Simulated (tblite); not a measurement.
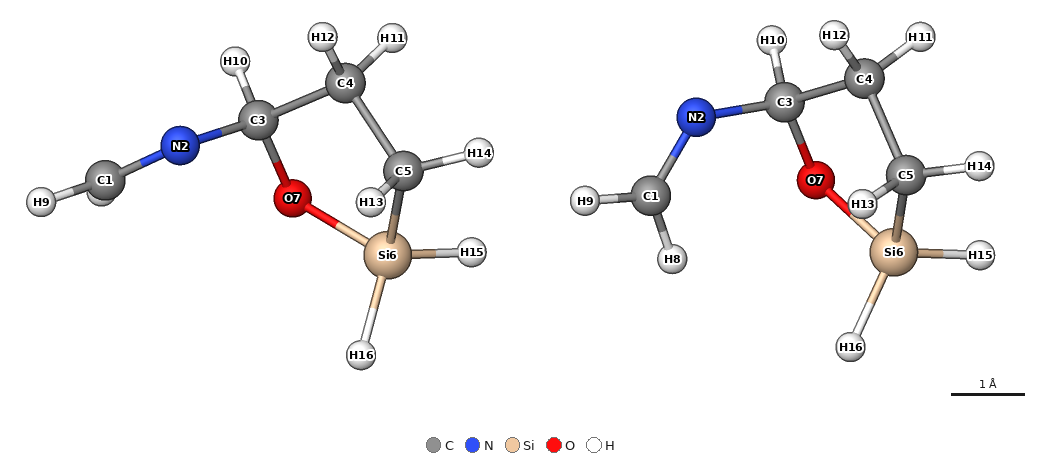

Two geometries of C4H9NOSi, drawn at one scale. One is the start of a relaxation, the other its converged end. Style: ball-and-stick. Shown at a tilt.

All numbers below come from tblite, GFN2-xTB geometry optimisation, gas phase. 

Which of the two is the end point?

Answer. The right one is the relaxed one. The energy falls by 41.8 kJ/mol in 89 geometry steps. H8 moves most after the best rigid fit: 1.36 Å. Largest moves by element: H 1.36 Å, N 0.55 Å, C 0.45 Å, O 0.28 Å, Si 0.22 Å. Among the contacts that change: Si6–O7 1.687 → 1.635 Å, C3–O7 1.455 → 1.409 Å, C1–N2 1.290 → 1.251 Å, N2–C3 1.455 → 1.421 Å. Bond angles that change, for instance: C1–N2–C3 113.1° → 123.0°, C3–O7–Si6 110.6° → 114.7°, N2–C3–H10 109.5° → 106.0°. Groups turn about N2–C3 by about 60°. The run took 1.8 s on 1 thread of Intel(R) Xeon(R) Processor @ 2.50GHz (shared host).
